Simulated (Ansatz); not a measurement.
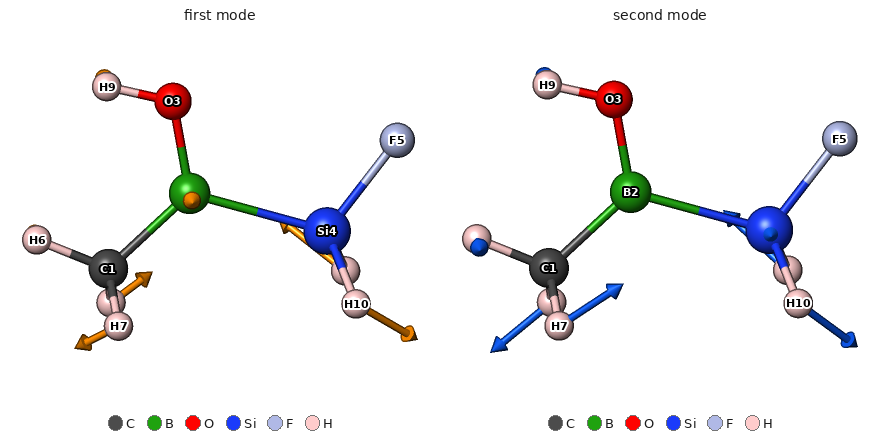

The system is CH6BFOSi, SMILES CB(O)[SiH2]F; the picture shows the reference structure; its two panels give the patterns of the first and the second mode as arrows. The first coordinate is: normal mode 5 (292 cm⁻¹); the second: normal mode 8 (542 cm⁻¹). Nothing is relaxed (straight displacements along the two mass-weighted modes). Grid: 15 × 15 points. Points are written as (first, second). Energies are in eV, from the lowest grid point. The calculation used Ansatz 0.2.0, RKS B3LYP-D4/def2-SVP.

Its coordinates:

```xyz
11

C    -1.1862    0.2565    0.9208
B     0.2304   -0.2104    0.4066
O     1.1401   -0.8156    1.2061
Si    0.7842    0.0763   -1.5312
F     2.2931   -0.4979   -1.8105
H    -1.3708    0.0495    1.9901
H    -1.9874   -0.2317    0.3370
H    -1.3171    1.3414    0.7571
H     0.8353   -0.9323    2.1187
H    -0.1412   -0.6210   -2.4788
H     0.7848    1.5283   -1.8953
```

Range: normal mode 5 (292 cm⁻¹) from −1.05 to 1.05 amu½·Å; normal mode 8 (542 cm⁻¹) from −0.746 to 0.746 amu½·Å.

Q: What will the energy surface look like?

A: The lowest grid point is at (0.00 amu½·Å, 0.000 amu½·Å). No other kind of well shows on this grid. The highest grid point, (−1.05 amu½·Å, −0.746 amu½·Å), lies 1.012 eV above the lowest.

| normal mode 8 (542 cm⁻¹) ↓, normal mode 5 (292 cm⁻¹) → | −1.05 | −0.90 | −0.75 | −0.60 | −0.45 | −0.30 | −0.15 | 0.00 | 0.15 | 0.30 | 0.45 | 0.60 | 0.75 | 0.90 | 1.05 |
| --- | --- | --- | --- | --- | --- | --- | --- | --- | --- | --- | --- | --- | --- | --- | --- |
| 0.746 | 0.880 | 0.742 | 0.627 | 0.534 | 0.461 | 0.407 | 0.374 | 0.361 | 0.371 | 0.406 | 0.467 | 0.556 | 0.675 | 0.826 | 1.012 |
| 0.639 | 0.708 | 0.583 | 0.481 | 0.400 | 0.338 | 0.293 | 0.265 | 0.254 | 0.263 | 0.293 | 0.346 | 0.425 | 0.532 | 0.668 | 0.838 |
| 0.533 | 0.566 | 0.452 | 0.362 | 0.291 | 0.239 | 0.201 | 0.178 | 0.170 | 0.177 | 0.203 | 0.248 | 0.317 | 0.411 | 0.533 | 0.687 |
| 0.426 | 0.455 | 0.349 | 0.268 | 0.206 | 0.161 | 0.130 | 0.111 | 0.105 | 0.111 | 0.132 | 0.171 | 0.229 | 0.312 | 0.421 | 0.560 |
| 0.320 | 0.372 | 0.272 | 0.197 | 0.143 | 0.104 | 0.078 | 0.062 | 0.057 | 0.062 | 0.080 | 0.112 | 0.162 | 0.233 | 0.331 | 0.457 |
| 0.213 | 0.319 | 0.222 | 0.150 | 0.100 | 0.065 | 0.042 | 0.029 | 0.025 | 0.029 | 0.044 | 0.071 | 0.113 | 0.176 | 0.263 | 0.378 |
| 0.106 | 0.293 | 0.196 | 0.125 | 0.076 | 0.042 | 0.021 | 0.010 | 0.006 | 0.010 | 0.022 | 0.045 | 0.083 | 0.138 | 0.217 | 0.324 |
| 0.000 | 0.295 | 0.195 | 0.122 | 0.070 | 0.036 | 0.015 | 0.004 | 0.000 | 0.004 | 0.015 | 0.036 | 0.070 | 0.122 | 0.195 | 0.295 |
| −0.106 | 0.324 | 0.217 | 0.139 | 0.083 | 0.045 | 0.022 | 0.010 | 0.006 | 0.010 | 0.021 | 0.042 | 0.076 | 0.125 | 0.196 | 0.293 |
| −0.213 | 0.378 | 0.263 | 0.176 | 0.113 | 0.070 | 0.044 | 0.029 | 0.025 | 0.029 | 0.042 | 0.065 | 0.100 | 0.150 | 0.222 | 0.318 |
| −0.320 | 0.457 | 0.331 | 0.234 | 0.162 | 0.112 | 0.080 | 0.062 | 0.057 | 0.062 | 0.078 | 0.104 | 0.143 | 0.197 | 0.272 | 0.372 |
| −0.426 | 0.561 | 0.421 | 0.312 | 0.229 | 0.171 | 0.132 | 0.111 | 0.105 | 0.111 | 0.130 | 0.161 | 0.206 | 0.267 | 0.349 | 0.454 |
| −0.533 | 0.687 | 0.534 | 0.411 | 0.317 | 0.248 | 0.202 | 0.177 | 0.170 | 0.178 | 0.201 | 0.238 | 0.291 | 0.362 | 0.452 | 0.566 |
| −0.639 | 0.838 | 0.668 | 0.532 | 0.425 | 0.346 | 0.293 | 0.263 | 0.254 | 0.264 | 0.293 | 0.338 | 0.400 | 0.481 | 0.583 | 0.708 |
| −0.746 | 1.012 | 0.826 | 0.675 | 0.556 | 0.467 | 0.406 | 0.371 | 0.361 | 0.374 | 0.407 | 0.461 | 0.534 | 0.627 | 0.742 | 0.880 |

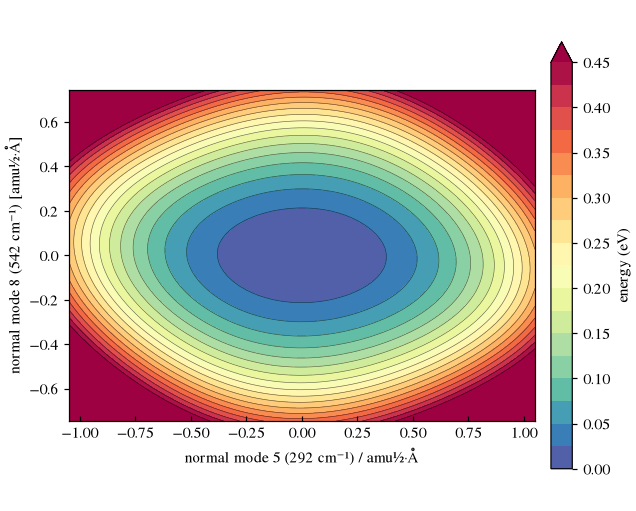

The picture shows filled contours, one colour for all values above the top of the scale. Between grid points the surface is interpolated.

Time for the 225 points that were run: 12 min on 1 thread of Intel(R) Xeon(R) 6975P-C (Granite Rapids), on a shared host.
